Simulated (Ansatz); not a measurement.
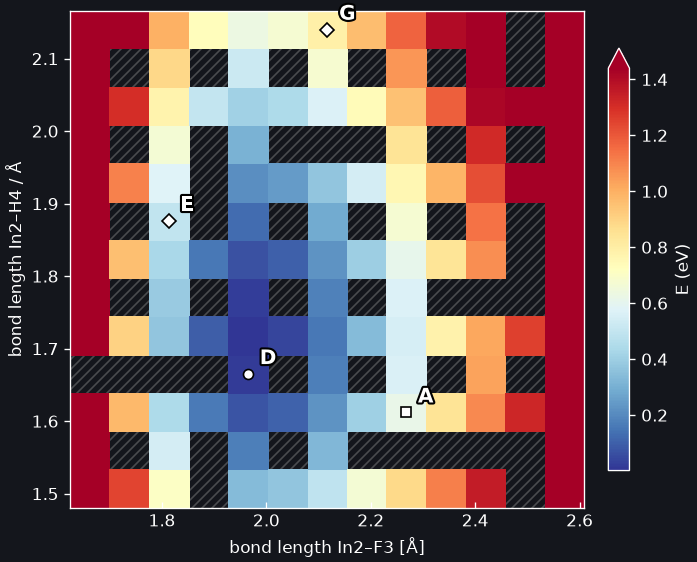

FHInO, SMILES [O][InH][F], spin multiplicity 2. 
- First axis: bond length In2–F3. Second axis: bond length In2–H4.
- Nothing is relaxed (all other coordinates rigid).
- The scan uses a 13 × 13 grid. At 47 points there is no value.
- Points are written as (first, second).
- Energies are in eV, from the relaxed molecule at the same level.
- Computed with UKS PBE-D4/def2-SVP (Ansatz 0.2.0).

The picture shows one coloured cell a grid point, one colour for all values above the top of the scale, hatched blanks where no value was computed, lettered points.

Q: Is E the lowest point of the computed grid?

A: No. E lies 0.49 eV above the lowest grid point, which is at (1.965 Å, 1.718 Å).

Q: Rank the lettered points by energy, lowest first.

A: D (0.016 eV), E (0.49 eV), A (0.62 eV), G (0.79 eV).
